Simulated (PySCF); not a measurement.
```xyz
15

C    -1.6711    1.2843   -0.1929
C    -0.9059    0.2525    0.1393
C    -1.4535   -1.1413    0.2229
Si    0.9285    0.4250    0.5212
C     2.1134   -0.3970   -0.6964
F     1.1972   -0.2226    1.9770
Br    1.4693    2.5577    0.7777
H    -2.7214    1.1635   -0.4079
H    -1.2912    2.2905   -0.2598
H    -2.5289   -1.1479    0.0605
H    -0.9835   -1.7781   -0.5267
H    -1.2422   -1.5719    1.2009
H     3.1462   -0.1568   -0.4559
H     2.0106   -1.4779   -0.6659
H     1.9281   -0.0720   -1.7162
```

Geometry: GFN2-xTB.

The calculation used CAM-B3LYP/def2-SVPD, SCF density, gas phase in PySCF 2.14.0.

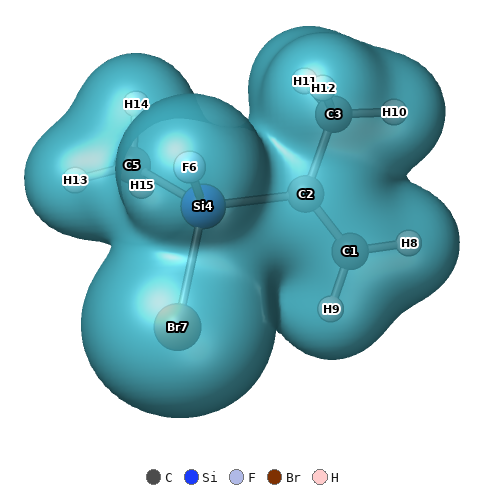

C4H8BrFSi. Isosurface of the total electron density at 0.05 e/Å³ (cyan), seen across its widest extent.

**What does this surface tell about the bonding?**

At this value the surface is in one piece. It bridges the sampled C–C (1.33 Å), Si–F (1.62 Å), C–Si (1.88 Å) and Si–Br (2.22 Å) contacts, where the density stays above the isovalue. On the grid the lowest density along these lines, outside the cores, is 2.3 e/Å³ (C–C, 1.33 Å), 0.86 e/Å³ (Si–F, 1.62 Å), 0.83 e/Å³ (C–Si, 1.88 Å) and 0.59 e/Å³ (Si–Br, 2.22 Å).
